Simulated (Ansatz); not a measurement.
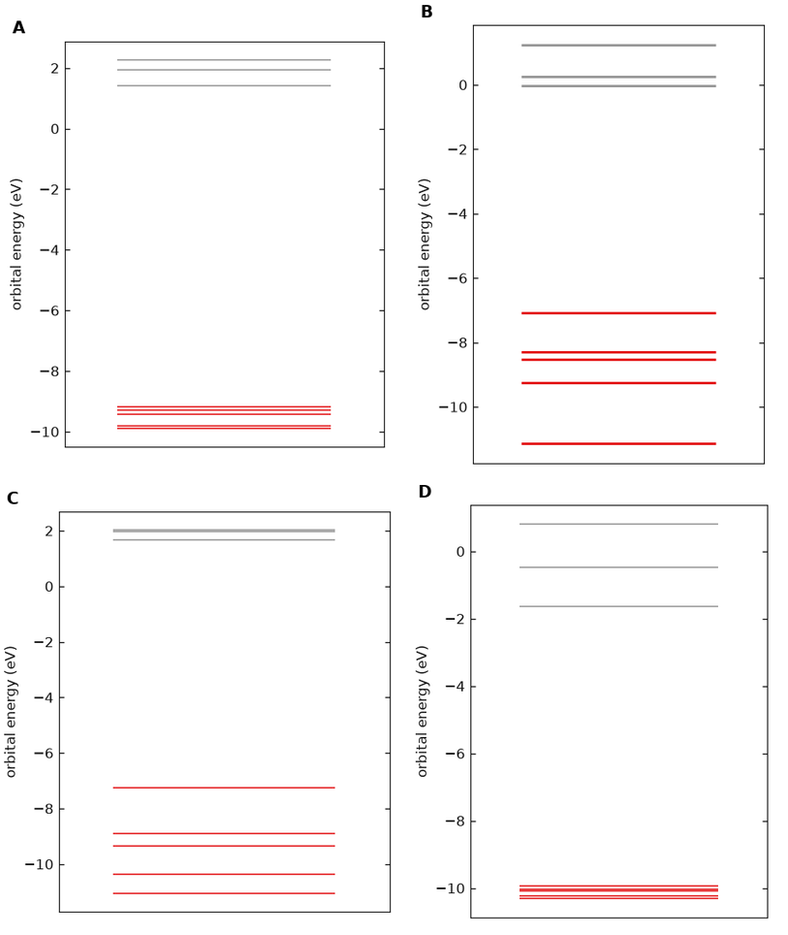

Kohn-Sham orbital energies near the frontier, BHLYP/def2-TZVPP in the Ansatz code, at a PBE0-D4/def2-TZVP geometry (no frequency check), isolated molecule; empty levels in grey, levels within 0.03 eV side by side.

### Assign the panels.
1. C₇H₁₈GeO₃, SMILES CC[O][Ge]([CH3])([O]CC)[O]CC, singlet
2. InSi₃H₉O₃, SMILES [SiH3][O][In]([O][SiH3])[O][SiH3], singlet
3. C₆H₁₇GeN, SMILES C[CH2][GeH]([CH2]C)[N](C)C, singlet
4. C₄H₁₂InNS, SMILES C[CH2][In]([SH])[N](C)C, singlet

A: 1 (HOMO −9.17 eV, LUMO 1.41 eV)
B: 4 (HOMO −7.09 eV, LUMO −0.04 eV)
C: 3 (HOMO −7.25 eV, LUMO 1.68 eV)
D: 2 (HOMO −9.92 eV, LUMO −1.63 eV)

Caveats, for all or some of the runs: core potentials past krypton; empty levels above zero depend strongly on the basis; no scalar relativity up to krypton; one conformer of a flexible molecule; spin-orbit coupling is left out, and with In it can shift these levels and split any degenerate set.
